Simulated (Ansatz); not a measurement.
# SrLiBr3 (built on the sites of a database entry of BaLiF3): phonons and vibrational spectra, part 2 of 2

The cell of SrLiBr3 (built on the sites of a database entry of BaLiF3) is at rest. What are its phonons? After the zone centre comes a 2×2×2 q mesh on a 4×4×4 k mesh.

Ansatz 0.2.0; DFT LDA, scalar-relativistic, plane waves, norm-conserving pseudopotentials.

So far. Step 2 (Modes at Γ): Before it was imposed, the acoustic sum rule was missed by 6.5e-5 eV/Å² and the charge sum rule by 7.0e-5 e. Small misses are needed for a sound result but don't prove that mesh and cutoff are converged. The lowest optical mode is imaginary, 58.4i cm⁻¹, so the energy falls along it.

The structure was built from a prototype and need not be the compound's stable phase.

## Step 3: Phonons on a q mesh

Stability and thermal properties need the whole zone. Linear response on a 2×2×2 q mesh gives force constants as far as a supercell of that size would, and the tensors from the zone-centre run are typed in so that the long-range dipole term is interpolated apart.

input.yaml reads:

```yaml
crystal:
  lattice:
    - [4.9372379283, 0.0, 0.0]
    - [0.0, 4.9372379283, 0.0]
    - [0.0, 0.0, 4.9372379283]
  atoms:
    - { symbol: Sr, position: [0.0, 0.0, 0.0] }
    - { symbol: Li, position: [0.5, 0.5, 0.5] }
    - { symbol: Br, position: [0.0, 0.5, 0.5] }
    - { symbol: Br, position: [0.5, 0.5, 0.0] }
    - { symbol: Br, position: [0.5, 0.0, 0.5] }
kpoints:
  mp_grid: { grid: [4, 4, 4] }
hamiltonian:
  xc: lda
  pseudopotentials: { kind: nc }
scf:
  occupations: { method: fixed }
output:
  eigenvalues: true
phonons:
  method: dfpt
  qmesh: [2, 2, 2]
  temperatures: { t_max: 1000, t_step: 50 }
  qpath:
    path:
      - [[0.0, 0.0, 0.0], [0.0, 0.5, 0.0], [0.5, 0.5, 0.0], [0.0, 0.0, 0.0], [0.5, 0.5, 0.5], [0.0, 0.5, 0.0]]
      - [[0.5, 0.5, 0.5], [0.5, 0.5, 0.0]]
    npoints: 10
  non_analytic_term:
    high_frequency_dielectric_tensor: [[4.1627, 0.0, 0.0], [0.0, 4.1627, 0.0], [0.0, 0.0, 4.1627]]
    born_effective_charges:
      - { species: Sr, tensor: [[2.9488, 0.0, 0.0], [0.0, 2.9488, 0.0], [0.0, 0.0, 2.9488]] }
      - { species: Li, tensor: [[1.13, 0.0, 0.0], [0.0, 1.13, 0.0], [0.0, 0.0, 1.13]] }
      - { species: Br, tensor: [[-1.2182, 0.0, 0.0], [0.0, -1.4303, 0.0], [0.0, 0.0, -1.4303]] }
      - { species: Br, tensor: [[-1.4303, 0.0, 0.0], [0.0, -1.4303, 0.0], [0.0, 0.0, -1.2182]] }
      - { species: Br, tensor: [[-1.4303, 0.0, 0.0], [0.0, -1.2182, 0.0], [0.0, 0.0, -1.4303]] }
    source: "zone-centre run at this cell"
```

Started as:

```sh
ansatz run input.yaml --threads 8 --pin off --max-ram 14336MiB --backend cpu --events-out ev --progress --plain --runs-dir out
```

The program printed:

```text
[...]
Crystal: 5 atoms, lattice volume = 120.352 Å³
Basis set: ecut = 1006.821291 eV, 8733 PW (Γ), exchange–correlation on 108×108×108 points (8 copies of the dense FFT grid, shifted against one another)
Bands: 22, of which v1, the nominal top of the filled ones, is band 17 counted from 1 (16 counted from 0)
Symmetry: 48 space group operations
k-points: 10 of 64
[...]
SCF iter   1: F=—  HF=-2424.343760 eV  |F-HF|=—  |Δ(HF+E_count)|=         —  Δρ=3.19e-2  dr2=2.03e0  ethr=3.10e-3  ⟨swp⟩=6.1  Hψ=1079  notcnv=0  defer=25
[...]
SCF iter  10: F=-2423.373875 eV  HF=-2423.373875 eV  |F-HF|=1.36e-12  |Δ(HF+E_count)|=  9.09e-12  Δρ=3.41e-8  dr2=9.65e-13  ethr=1.00e-12  ⟨swp⟩=16.4  Hψ=1812  notcnv=0
SCF 1 converged in 10 iterations: F = -2423.373875 eV  dr2 = 9.65e-13
NSCF: frozen V_eff on 10 k-points
[...]
DFPT response loops at q = (0, 0, 0) (fractional): preconditioner auto → none (the input reference at scf.mixing.eps_inf says where Resta's filter doesn't serve); β = 0.50; Broyden in place of MSR1
[...]
SCF converged after 10 iterations
Free energy (F): -2423.373875 eV
[...]
Internal energy: -2423.373875 eV  (E = F + TS)
E sigma→0 (E₀):  -2423.373875 eV
Fermi energy:    4.958752 eV
[...]
--- Band table (eV; the first three rows and the last of 10) ---
  k-point 0: bands = [... 13 lower, 3.7603, 4.6848, 4.6848, 4.6848, 7.6421, 8.3017, 8.3017, 9.2727, ... 1 higher]
  k-point 1: bands = [... 13 lower, 3.4849, 3.9047, 4.4547, 4.4547, 8.6905, 8.8423, 9.2228, 9.4316, ... 1 higher]
  k-point 2: bands = [... 13 lower, 3.1598, 3.1598, 4.2688, 4.2688, 9.5314, 9.6239, 10.2341, 10.2524, ... 1 higher]
  k-point 9: bands = [... 13 lower, 4.7518, 4.9588, 4.9588, 4.9588, 8.3306, 9.4614, 9.4614, 9.4614, ... 1 higher]
--- Phonons (Γ-DFPT): 4 representative perturbations + reference (Σ response iterations 12) ---
  ASR residual: 7.859e-5 → 0.000e0 eV/Å²; symmetrization residual: 1.593e-7 eV/Å²
  ASR residual per site (eV/Å²): 7.86e-5 1.46e-5 6.40e-6 6.40e-6 6.40e-6
[...]
--- Phonons (arbitrary-q DFPT): 4 irreducible q on the 2×2×2 mesh ---
  q = [0.0000, 0.0000, 0.0000] (star 1, of the zone-centre solve; hermiticity 4.93e-8, symmetrization 7.18e-15): -58.40 -58.40 -58.40 0.00 0.00 0.00 29.72 29.72 29.72 121.02 121.02 121.02 346.62 346.62 346.62
  q = [0.0000, 0.0000, -0.5000] (star 3, 9 solved perturbations in 216 linear systems a pass and spin channel, the states on 27 of 64 k-point pairs; hermiticity 1.65e-7, symmetrization 1.56e-13, the responses' own estimated error 2.4e-5 eV/Å²): -47.98 -47.98 18.61 18.61 50.81 65.17 65.17 94.28 95.56 117.28 117.28 160.73 348.54 348.54 365.97
[...]
sum rule: each row above includes the acoustic sum rule's correction from the zone centre's row sums; it moved no ω² by more than (0.76 cm⁻¹)²
  mesh force constants: q→R imaginary residual 5.92e-18; ASR residual 7.859e-5 → 0.000e0 eV/Å²; symmetrization residual 7.994e-15 eV/Å²
  interpolated dispersion: 63 rows × 15 modes
  density of states and harmonic sums: on the 14×14×14 q-mesh, interpolated from the force constants of a 2×2×2 supercell (with the dipole–dipole term of supplied tensors)
  largest difference from the sums on the solved wave vectors: F 1.10e-2 eV, S 1.26e-5 and C_V 9.17e-7 eV/K
  zero-point energy: 0.114681 eV/cell   skipped modes (ω ≤ 0): 451, of them read as no rigid motion or as one in doubt: 448 (3.750e0 modes/cell left out, lowest -84.89 cm⁻¹)   left out of the sums: 2.50e-1 of the cell's modes: C_V's classical limit lies that fraction below 3 k_B per atom; for a crystal, a wire or a layer, F and S can be off by more, and a phonons.interpolated_qmesh denser along its periods is the remedy for the sampling
```

The job ended after 52 s (8 threads of Intel Xeon Platinum 8488C (Sapphire Rapids), shared host; peak memory 1.4 GiB; 6.2 min of CPU time).

This step gave:

```yaml
sum_rule_residual_before_enforcement: 7.86e-5 eV/Å²
lowest_frequency_on_the_path: -84.89 cm⁻¹
highest_frequency_on_the_path_or_at_a_solved_wavevector: 380.0 cm⁻¹
lowest_mode_on_the_q_mesh_acoustic_modes_at_gamma_apart: -84.89 cm⁻¹
```

Frequencies (cm⁻¹) solved at each irreducible wavevector; negative means imaginary. Frequencies by wavevector, by row:

| q in reciprocal lattice units | star | mode 1 | mode 2 | mode 3 | mode 4 | mode 13 | mode 14 | mode 15 |
| --- | --- | --- | --- | --- | --- | --- | --- | --- |
| 0 0 0 | 1 | -58.4 | -58.4 | -58.4 | 0 | 346.6 | 346.6 | 346.6 |
| 0 0 -0.5 | 3 | -48 | -48 | 18.6 | 18.6 | 348.5 | 348.5 | 366 |
| 0 -0.5 -0.5 | 3 | -82 | -39 | -39 | -34.6 | 350.7 | 372.3 | 372.3 |
| -0.5 -0.5 -0.5 | 1 | -84.9 | -84.9 | -84.9 | -46.2 | 380 | 380 | 380 |

Interpolated from a 2×2×2 q mesh, with the LO-TO term (at Γ the limit along the path; where Γ stands inside the path, tables give the limit on arrival). The phonon branches at the labelled points (cm⁻¹):

| point | branch 1 | branch 2 | branch 3 | branch 4 | branch 12 | branch 13 | branch 14 | branch 15 |
| --- | --- | --- | --- | --- | --- | --- | --- | --- |
| Γ | -58 | -58 | 0 | 0 | 133 | 347 | 347 | 376 |
| X | -48 | -48 | 19 | 19 | 161 | 348 | 348 | 366 |
| M | -82 | -39 | -39 | -35 | 174 | 351 | 372 | 372 |
| Γ | -58 | -58 | 0 | 0 | 133 | 347 | 347 | 376 |
| R | -85 | -85 | -85 | -46 | 188 | 380 | 380 | 380 |
| X | -48 | -48 | 19 | 19 | 161 | 348 | 348 | 366 |
| jump to R | -85 | -85 | -85 | -46 | 188 | 380 | 380 | 380 |
| M | -82 | -39 | -39 | -35 | 174 | 351 | 372 | 372 |

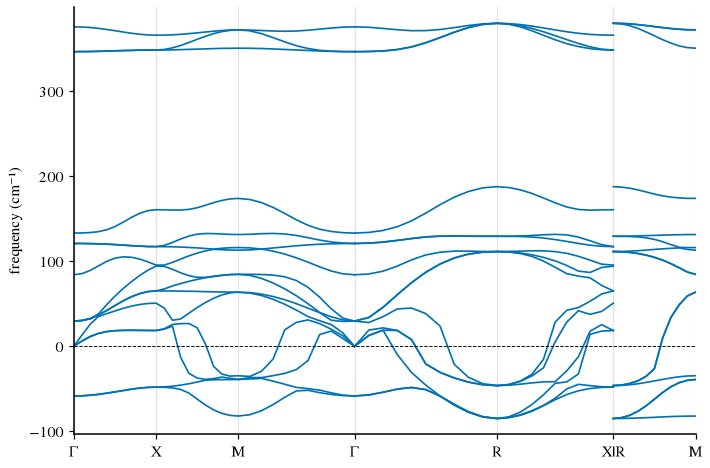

Phonon branches along the path.

The phonon density of states has structure finer than the step of the table below, so its rows give means over 25 cm⁻¹, whole bins alone (the curve runs from -87.5 to 382 cm⁻¹). Peaks (cm⁻¹: height): -52.5: 0.110, 42.5: 0.0663, 82.5: 0.0727, 132.5: 0.119, 162.5: 0.0345, 352.5: 0.112, 372.5: 0.161.

Tetrahedra on a 14×14×14 mesh, mean over bins of 5 cm-1. Interpolated from a 2×2×2 q mesh. Phonon density of states against wavenumber; means over each step:

| wavenumber (cm⁻¹) | phonon density of states (1/cm⁻¹/cell) |
| --- | --- |
| -75 | 0.0237 |
| -50 | 0.0830 |
| -25 | 0.0332 |
| 0 | 0.0170 |
| 25 | 0.0411 |
| 50 | 0.0490 |
| 75 | 0.0424 |
| 100 | 0.0616 |
| 125 | 0.0904 |
| 150 | 0.0205 |
| 175 | 0.0180 |
| 200 | 1.2e-4 |
| 225 | 0 |
| 250 | 0 |
| 275 | 0 |
| 300 | 0 |
| 325 | 0 |
| 350 | 0.0586 |

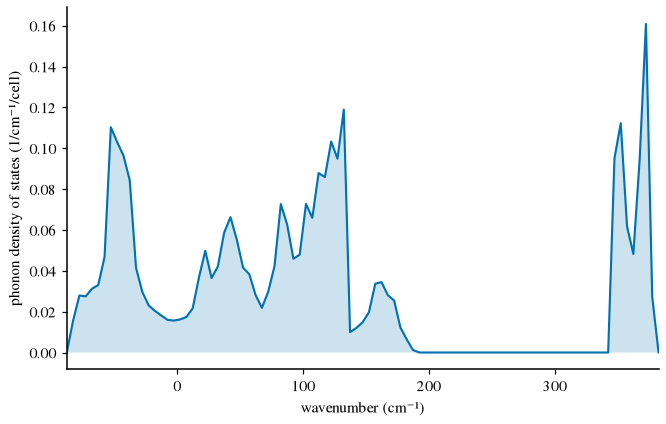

Phonon density of states, plotted against wavenumber.

The partial phonon density of states has structure finer than the step of the table below, so its rows give means over 25 cm⁻¹, whole bins alone (the curve runs from -93.4 to 401 cm⁻¹). Peaks (cm⁻¹: height): Br -49.9: 0.0432, 21.6: 0.0440, 46.5: 0.0489, 130.4: 0.103, 161.5: 0.0329; Li 351.1: 0.0974, 369.7: 0.121; Sr -43.6: 0.0746, 21.6: 0.0184, 83.8: 0.0210.

Phonopy on the run's constants, 11x11x11 mesh, Gaussian sigma 3.5 cm-1. Interpolated from a 2×2×2 q mesh. Table of partial phonon density of states by wavenumber; means over each step; values in 1/cm⁻¹/cell:

| wavenumber (cm⁻¹) | Br | Li | Sr |
| --- | --- | --- | --- |
| -75 | 0.0232 | 5.8e-7 | 0.00108 |
| -50 | 0.0319 | 3.7e-5 | 0.0503 |
| -25 | 0.0162 | 3.5e-5 | 0.0200 |
| 0 | 0.00481 | 3.1e-5 | 0.00203 |
| 25 | 0.0347 | 2.4e-4 | 0.0135 |
| 50 | 0.0363 | 1.5e-4 | 0.0110 |
| 75 | 0.0313 | 2.7e-4 | 0.0115 |
| 100 | 0.0529 | 7.6e-4 | 0.00871 |
| 125 | 0.0831 | 0.00390 | 0.00152 |
| 150 | 0.0209 | 6.5e-4 | 1.9e-4 |
| 175 | 0.0177 | 3.3e-4 | 2.0e-5 |
| 200 | 2.8e-4 | 2.2e-6 | 0 |
| 225 | 0 | 0 | 0 |
| 250 | 0 | 0 | 0 |
| 275 | 0 | 0 | 0 |
| 300 | 0 | 0 | 0 |
| 325 | 6.3e-6 | 5.6e-5 | 0 |
| 350 | 0.00452 | 0.0544 | 4.2e-5 |
| 375 | 0.00163 | 0.0592 | 2.1e-4 |

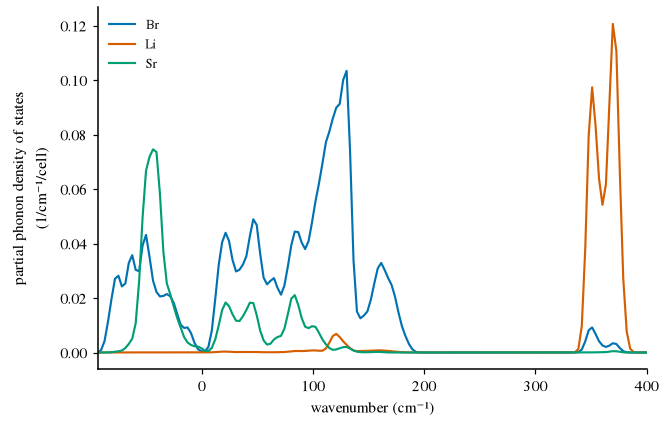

Partial phonon density of states against wavenumber.

Symmetry leaves 4 wavevectors to solve. The lowest mode among them, the acoustic zeros apart, lies at q = (-0.5, -0.5, -0.5) and is imaginary, 84.9i cm⁻¹, so the energy falls along it.

## Step 4: Isotope substitution, element Br, natural mass 79.904 amu

An isotope changes the mass and not the force constants, so no new electronic calculation is needed; the shifts show which modes move this element.

The same force constants with the mass of Br changed from 79.904 to 80.916 u (phonopy, no LO-TO term). Both lists are sorted by frequency; levels can cross, so a row need not hold one and the same mode. Modes under 3 cm⁻¹ are left out. Isotope shifts, by row, the first 40 of 57 rows:

| q | rank | natural mass (cm⁻¹) | changed mass (cm⁻¹) |
| --- | --- | --- | --- |
| 0 0 0 | 1 | -58.4 | -58.3 |
| 0 0 0 | 2 | -58.4 | -58.3 |
| 0 0 0 | 3 | -58.4 | -58.3 |
| 0 0 0 | 7 | 29.72 | 29.54 |
| 0 0 0 | 8 | 29.72 | 29.54 |
| 0 0 0 | 9 | 29.72 | 29.54 |
| 0 0 0 | 10 | 121 | 120.3 |
| 0 0 0 | 11 | 121 | 120.3 |
| 0 0 0 | 12 | 121 | 120.3 |
| 0 0 0 | 13 | 346.6 | 346.4 |
| 0 0 0 | 14 | 346.6 | 346.4 |
| 0 0 0 | 15 | 346.6 | 346.4 |
| 0 0 -0.5 | 1 | -47.98 | -47.96 |
| 0 0 -0.5 | 2 | -47.98 | -47.96 |
| 0 0 -0.5 | 3 | 18.61 | 18.5 |
| 0 0 -0.5 | 4 | 18.61 | 18.5 |
| 0 0 -0.5 | 5 | 50.81 | 50.5 |
| 0 0 -0.5 | 6 | 65.17 | 64.79 |
| 0 0 -0.5 | 7 | 65.17 | 64.79 |
| 0 0 -0.5 | 8 | 94.28 | 93.69 |
| 0 0 -0.5 | 9 | 95.56 | 95.54 |
| 0 0 -0.5 | 10 | 117.3 | 116.6 |
| 0 0 -0.5 | 11 | 117.3 | 116.6 |
| 0 0 -0.5 | 12 | 160.7 | 159.8 |
| 0 0 -0.5 | 13 | 348.5 | 348.3 |
| 0 0 -0.5 | 14 | 348.5 | 348.3 |
| 0 0 -0.5 | 15 | 366 | 366 |
| 0 -0.5 -0.5 | 1 | -82.03 | -81.52 |
| 0 -0.5 -0.5 | 2 | -39.05 | -38.97 |
| 0 -0.5 -0.5 | 3 | -39.05 | -38.97 |
| 0 -0.5 -0.5 | 4 | -34.63 | -34.63 |
| 0 -0.5 -0.5 | 5 | 63.75 | 63.35 |
| 0 -0.5 -0.5 | 6 | 63.75 | 63.35 |
| 0 -0.5 -0.5 | 7 | 84.72 | 84.35 |
| 0 -0.5 -0.5 | 8 | 84.72 | 84.35 |
| 0 -0.5 -0.5 | 9 | 113.1 | 112.4 |
| 0 -0.5 -0.5 | 10 | 116.2 | 115.5 |
| 0 -0.5 -0.5 | 11 | 131.5 | 130.7 |
| 0 -0.5 -0.5 | 12 | 174 | 172.9 |
| 0 -0.5 -0.5 | 13 | 350.7 | 350.4 |

A mode of this element alone would shift by -0.63 %. The highest zone-centre frequency without the field goes from 346.6 to 346.4 cm⁻¹ (-0.1 %).

## Step 5: Isotope substitution, element Li, natural mass 6.94 amu

The same for Li, from 6.94 to 6.02 u.

The same force constants with the mass of Li changed from 6.940 to 6.015 u (phonopy, no LO-TO term). Both lists are sorted by frequency; levels can cross, so a row need not hold one and the same mode. Modes under 3 cm⁻¹ are left out. Isotope shifts, by row, the first 40 of 57 rows:

| q | rank | natural mass (cm⁻¹) | changed mass (cm⁻¹) |
| --- | --- | --- | --- |
| 0 0 0 | 1 | -58.4 | -58.41 |
| 0 0 0 | 2 | -58.4 | -58.41 |
| 0 0 0 | 3 | -58.4 | -58.41 |
| 0 0 0 | 7 | 29.72 | 29.72 |
| 0 0 0 | 8 | 29.72 | 29.72 |
| 0 0 0 | 9 | 29.72 | 29.72 |
| 0 0 0 | 10 | 121 | 121.8 |
| 0 0 0 | 11 | 121 | 121.8 |
| 0 0 0 | 12 | 121 | 121.8 |
| 0 0 0 | 13 | 346.6 | 369.5 |
| 0 0 0 | 14 | 346.6 | 369.5 |
| 0 0 0 | 15 | 346.6 | 369.5 |
| 0 0 -0.5 | 1 | -47.98 | -47.98 |
| 0 0 -0.5 | 2 | -47.98 | -47.98 |
| 0 0 -0.5 | 3 | 18.61 | 18.63 |
| 0 0 -0.5 | 4 | 18.61 | 18.63 |
| 0 0 -0.5 | 5 | 50.81 | 50.81 |
| 0 0 -0.5 | 6 | 65.17 | 65.17 |
| 0 0 -0.5 | 7 | 65.17 | 65.17 |
| 0 0 -0.5 | 8 | 94.28 | 94.29 |
| 0 0 -0.5 | 9 | 95.56 | 95.56 |
| 0 0 -0.5 | 10 | 117.3 | 118 |
| 0 0 -0.5 | 11 | 117.3 | 118 |
| 0 0 -0.5 | 12 | 160.7 | 160.7 |
| 0 0 -0.5 | 13 | 348.5 | 371.8 |
| 0 0 -0.5 | 14 | 348.5 | 371.8 |
| 0 0 -0.5 | 15 | 366 | 393.1 |
| 0 -0.5 -0.5 | 1 | -82.03 | -82.03 |
| 0 -0.5 -0.5 | 2 | -39.05 | -39.05 |
| 0 -0.5 -0.5 | 3 | -39.05 | -39.05 |
| 0 -0.5 -0.5 | 4 | -34.63 | -34.63 |
| 0 -0.5 -0.5 | 5 | 63.75 | 63.75 |
| 0 -0.5 -0.5 | 6 | 63.75 | 63.75 |
| 0 -0.5 -0.5 | 7 | 84.72 | 84.74 |
| 0 -0.5 -0.5 | 8 | 84.72 | 84.74 |
| 0 -0.5 -0.5 | 9 | 113.1 | 113.8 |
| 0 -0.5 -0.5 | 10 | 116.2 | 116.2 |
| 0 -0.5 -0.5 | 11 | 131.5 | 131.5 |
| 0 -0.5 -0.5 | 12 | 174 | 174 |
| 0 -0.5 -0.5 | 13 | 350.7 | 374.3 |

A mode of this element alone would shift by +7.41 %. The highest zone-centre frequency without the field goes from 346.6 to 369.5 cm⁻¹ (+6.6 %).

## Step 6: Another isotope, element Sr, natural mass 87.62 amu

The same for Sr, from 87.62 to 85.91 u.

The same force constants with the mass of Sr changed from 87.620 to 85.909 u (phonopy, no LO-TO term). Both lists are sorted by frequency; levels can cross, so a row need not hold one and the same mode. Modes under 3 cm⁻¹ are left out. Isotope shifts, by row, the first 40 of 57 rows:

| q | rank | natural mass (cm⁻¹) | changed mass (cm⁻¹) |
| --- | --- | --- | --- |
| 0 0 0 | 1 | -58.4 | -58.82 |
| 0 0 0 | 2 | -58.4 | -58.82 |
| 0 0 0 | 3 | -58.4 | -58.82 |
| 0 0 0 | 7 | 29.72 | 29.72 |
| 0 0 0 | 8 | 29.72 | 29.72 |
| 0 0 0 | 9 | 29.72 | 29.72 |
| 0 0 0 | 10 | 121 | 121 |
| 0 0 0 | 11 | 121 | 121 |
| 0 0 0 | 12 | 121 | 121 |
| 0 0 0 | 13 | 346.6 | 346.6 |
| 0 0 0 | 14 | 346.6 | 346.6 |
| 0 0 0 | 15 | 346.6 | 346.6 |
| 0 0 -0.5 | 1 | -47.98 | -48.42 |
| 0 0 -0.5 | 2 | -47.98 | -48.42 |
| 0 0 -0.5 | 3 | 18.61 | 18.61 |
| 0 0 -0.5 | 4 | 18.61 | 18.61 |
| 0 0 -0.5 | 5 | 50.81 | 50.81 |
| 0 0 -0.5 | 6 | 65.17 | 65.22 |
| 0 0 -0.5 | 7 | 65.17 | 65.22 |
| 0 0 -0.5 | 8 | 94.28 | 94.28 |
| 0 0 -0.5 | 9 | 95.56 | 96.47 |
| 0 0 -0.5 | 10 | 117.3 | 117.3 |
| 0 0 -0.5 | 11 | 117.3 | 117.3 |
| 0 0 -0.5 | 12 | 160.7 | 160.8 |
| 0 0 -0.5 | 13 | 348.5 | 348.5 |
| 0 0 -0.5 | 14 | 348.5 | 348.5 |
| 0 0 -0.5 | 15 | 366 | 366 |
| 0 -0.5 -0.5 | 1 | -82.03 | -82.03 |
| 0 -0.5 -0.5 | 2 | -39.05 | -39.31 |
| 0 -0.5 -0.5 | 3 | -39.05 | -39.31 |
| 0 -0.5 -0.5 | 4 | -34.63 | -34.97 |
| 0 -0.5 -0.5 | 5 | 63.75 | 63.75 |
| 0 -0.5 -0.5 | 6 | 63.75 | 63.75 |
| 0 -0.5 -0.5 | 7 | 84.72 | 84.98 |
| 0 -0.5 -0.5 | 8 | 84.72 | 84.98 |
| 0 -0.5 -0.5 | 9 | 113.1 | 113.1 |
| 0 -0.5 -0.5 | 10 | 116.2 | 116.2 |
| 0 -0.5 -0.5 | 11 | 131.5 | 131.5 |
| 0 -0.5 -0.5 | 12 | 174 | 174 |
| 0 -0.5 -0.5 | 13 | 350.7 | 350.7 |

A mode of this element alone would shift by +0.99 %. The highest zone-centre frequency without the field goes from 346.6 to 346.6 cm⁻¹ (+0.0 %).

## Step 7: Results

| Item | Value |
| --- | --- |
| space group (within 0.01 Å) | Pm-3m |
| volume per atom | 24.1 Å³ |
| gap on the k-mesh | 2.68 eV |
| highest optical mode at the zone centre (no LO-TO term) | 347 cm⁻¹ |
| top of the zone-centre spectrum with the field | 376 cm⁻¹ |
| lowest optical zone-centre mode | -58.4 cm⁻¹ |
| mean high-frequency dielectric constant | 4.16 |
| largest Born charge (third of the trace) | 2.95 e |
| lowest mode on the q mesh (acoustic modes at Γ apart) | -84.9 cm⁻¹ |
| highest frequency on the path or at a solved wavevector | 380 cm⁻¹ |
| imaginary modes on the 2×2×2 q mesh | yes |

**Reading.** Modes are clearly imaginary (beyond 10i cm⁻¹) at 4 of the 4 irreducible wavevectors, most at q = (-0.5, -0.5, -0.5) (84.9i cm⁻¹), so this structure is not a minimum of the energy. Without the field, the optical modes at Γ span -58 to 347 cm⁻¹ (negative means imaginary). The highest mode in this list at Γ, 346.6 cm⁻¹, is mostly motion of Li (89 % of the kinetic energy). With the macroscopic field of the longitudinal modes the top of the zone-centre spectrum lies at 376 cm⁻¹, against 347 cm⁻¹ without it. Among the real modes, the strongest infrared line is at 347 cm⁻¹. With the field response the log warns that the k mesh is coarse for the force constants too, so the frequencies may not be converged. The starting cell was built on a prototype and not taken from a measurement, so the phase need not exist. These are harmonic frequencies at zero temperature: anharmonic shifts, linewidths and thermal expansion are left out.

[Logs are printed without paths, hosts, clocks, repeated set-up lines and the standing remarks that a program may print on its own settings, such as how far it seeks lower states.]

[Hosts, paths, dates, database ids (printed as entryN), source tags and the programs' standing remarks are cut or masked in the printed files.]
